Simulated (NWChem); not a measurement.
# UB3LYP/6-31G(d) (Cartesian functions) run of AlO (SMILES [O]=[Al])

What is the vertical ionisation energy of AlO at UB3LYP/6-31G* (Cartesian functions)? 

Program for the calculation: NWChem 7.3.0.

3 further runs of the same task are left out: 2 that didn't finish, 1 set aside as unsound or not needed.

### Step 1. Starting point

AlO has 2 atoms, charge 0, and is taken as a doublet. As SMILES, `[O]=[Al]`. The coordinates come from a PBE0-D4/def2-TZVP relaxation.

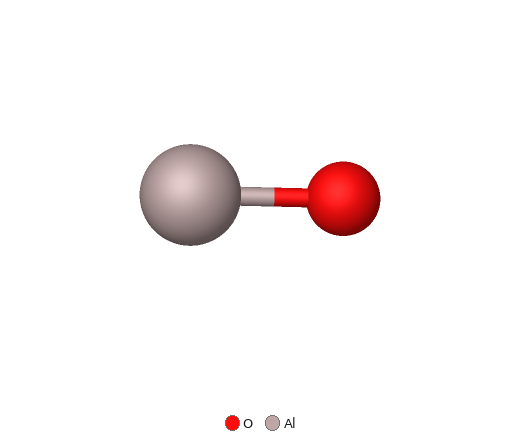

Viewed from a chosen angle; oxygen red, aluminium light grey.

### Step 2. Energy and forces at UB3LYP/6-31G(d) (Cartesian functions)

File run.py:

```python
from ase import Atoms
from ase.calculators.nwchem import NWChem

atoms = Atoms(['O', 'Al'], positions=[
    [0.000000, -0.000000, -0.024920],
    [-0.000000, 0.000000, 1.594970],
])

calc = NWChem(
    label='geom',
    theory='dft',
    memory='2200 mb',
    basis='6-31G*',
    dft={'xc': 'b3lyp', 'mult': '2', 'grid': 'xfine', 'convergence': 'energy 1e-08', 'iterations': '100', 'mulliken': None},
)
atoms.calc = calc

forces = atoms.get_forces()
e = atoms.get_potential_energy()
print(f"E = {e:.6f} eV")
print("forces (eV/A):")
for s, f in zip(atoms.symbols, forces):
    print(f"{s:2s} {f[0]:10.5f} {f[1]:10.5f} {f[2]:10.5f}")
```

Run with:

```
export ASE_NWCHEM_COMMAND="nwchem PREFIX.nwi > PREFIX.nwo"
python run.py
```

The log of the run:

```text
E = -8642.638280 eV
forces (eV/A):
O    -0.00000   -0.00000   -0.66442
Al    0.00000    0.00000    0.66442
```

The calculator wrote geom.nwi:

```
title "geom"

permanent_dir geom

scratch_dir geom

start geom

geometry units angstrom nocenter noautosym noautoz
  O  0.0000000000000000e+00 -0.0000000000000000e+00 -2.4920000000000001e-02
  Al -0.0000000000000000e+00 0.0000000000000000e+00 1.5949700000000000e+00
end

memory 2200 mb

basis noprint
   * library 6-31G*
end

dft
  xc b3lyp
  mult 2
  grid xfine
  convergence energy 1e-08
  iterations 100
  mulliken
end

task dft gradient
```

geom.nwo, cut to the lines that bear on the results:

```text
[...]
      One electron energy =     -508.688446095503
[... 1 line left out ...]
    Exchange-Corr. energy =      -27.211207748047
[... 6 lines left out ...]
                    DFT Final Alpha Molecular Orbital Analysis
[... 568 lines left out ...]
          Convergence on energy requested:  1.00D-08
[...]
  wavefunction    = open shell
                         DFT ENERGY GRADIENTS
    atom               coordinates                        gradient
                 x          y          z           x          y          z
   1 O       0.000000   0.000000  -0.047092    0.000000   0.000000   0.012921
   2 Al      0.000000   0.000000   3.014056   -0.000000  -0.000000  -0.012921
[...]
```

It took 5.4 s on 1 thread of Intel Xeon 6975P-C (Granite Rapids), shared host; peak memory 0.12 GiB.

### Step 3. The singlet cation: the energy at B3LYP/6-31G(d) (Cartesian functions)

File alo.nw:

```
echo
start alo
title "oxoaluminum"
memory 2200 mb
charge 1

geometry units angstroms noautosym nocenter noautoz
 O     0.000000    0.000000   -0.024920
 Al    0.000000    0.000000    1.594970
end

basis cartesian
 * library 6-31G*
end

dft
 xc b3lyp
 grid xfine
 convergence energy 1e-08
 maxiter 100
 mulliken
 noprint "final vectors analysis"
end

task dft energy
```

Run with:

```
nwchem alo.nw > alo.out
```

The log of the run:

```text
[...]
          Wavefunction type:  closed shell.
          No. of atoms     :     2
          No. of electrons :    20
[...]
          Charge           :     1
          Spin multiplicity:     1
[...]
          AO basis - number of functions:    34
[...]
              XC Information
              --------------
                         B3LYP Method XC Potential
                     Hartree-Fock (Exact) Exchange  0.200
                        Slater Exchange Functional  0.800 local
                    Becke 1988 Exchange Functional  0.720 non-local
              Lee-Yang-Parr Correlation Functional  0.810
                  VWN I RPA Correlation Functional  0.190 local
[...]
 d= 0,ls=0.0,diis     1   -316.7251556854 -3.51D+02  1.22D-01  4.19D+00     0.3
[...]
 d= 0,ls=0.0,diis    13   -317.2337018270 -7.03D-09  8.92D-07  1.16D-09     2.6
         Total DFT energy =     -317.233701826978
      One electron energy =     -501.811279668726
           Coulomb energy =      177.506860744373
    Exchange-Corr. energy =      -26.903462566658
 Nuclear repulsion energy =       33.974179664032
[...]
      Total Density - Mulliken Population Analysis
     ---------------------------------------------
    Atom       Charge   Shell Charges
 -----------   ------   -------------------------------------------------------
    1 O    8     8.30   1.99  0.97  2.71  0.93  1.67  0.02
    2 Al  13    11.70   2.00  1.99  5.96  1.19  0.52  0.02  0.08 -0.06
[...]
```

It took 3.3 s on 1 thread of Intel Xeon 6975P-C (Granite Rapids), shared host; peak memory 0.11 GiB.

### Step 4. Results

Level: UB3LYP/6-31G* (Cartesian functions).

| quantity | value |
| --- | --- |
| doublet AlO: total energy | -317.61110 Eh |
| doublet AlO: dipole moment | 3.59 D |
| doublet AlO: HOMO energy (highest over α and β) | -7.41 eV |
| doublet AlO: LUMO energy (lowest over α and β) | -4.56 eV |
| doublet AlO: ⟨S²⟩ | 0.757 |
| doublet AlO: largest force on an atom | 0.664 eV/Å |
| singlet cation: total energy | -317.23370 Eh |
| vertical ionisation energy (to the singlet cation) | 10.270 eV |

In words: Removing an electron at fixed nuclei costs 10.27 eV (237 kcal/mol). The largest force (doublet AlO) is 0.66 eV/Å: the shape isn't a stationary point for this species at this level. Only the singlet of the ionised species was computed; a triplet could lie lower.
